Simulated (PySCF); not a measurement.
Ga(Me)(Et)(Vi), SMILES C=[CH][Ga]([CH3])[CH2]C (C5H11Ga), GFN2-xTB optimised geometry. Atoms within 1.6 Å of the plane z = 1.0 Å (x, y, z in Å): Ga1 (-0.88, 0.05, 0.00), C2 (-1.87, -1.74, 0.03), H3 (-1.26, -2.53, 0.49), H5 (-2.81, -1.67, 0.60), C6 (-1.87, 1.87, 0.00), C7 (-1.76, 2.57, 1.36), H8 (-2.93, 1.71, -0.24), H10 (-0.71, 2.73, 1.63), H11 (-2.21, 1.96, 2.14), H12 (-2.26, 3.54, 1.35), C13 (1.16, 0.05, 0.00), C14 (1.84, 1.18, -0.11), H15 (1.72, -0.88, 0.08), H16 (2.93, 1.23, -0.12), H17 (1.34, 2.14, -0.20).

Method: PySCF with PBE0/def2-SVP. Cells within 0.4 Å of a nucleus heavier than hydrogen are left out (blank, or x).

Map of the electrostatic potential (hartree/e), clipped to [-0.08, 0.12] on the plane z = 1.0 Å:

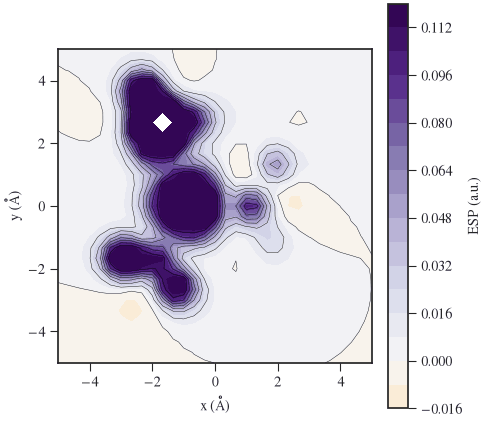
Electrostatic potential (hartree/e), clipped to [-0.08, 0.12] on the plane z = 1.0 Å.
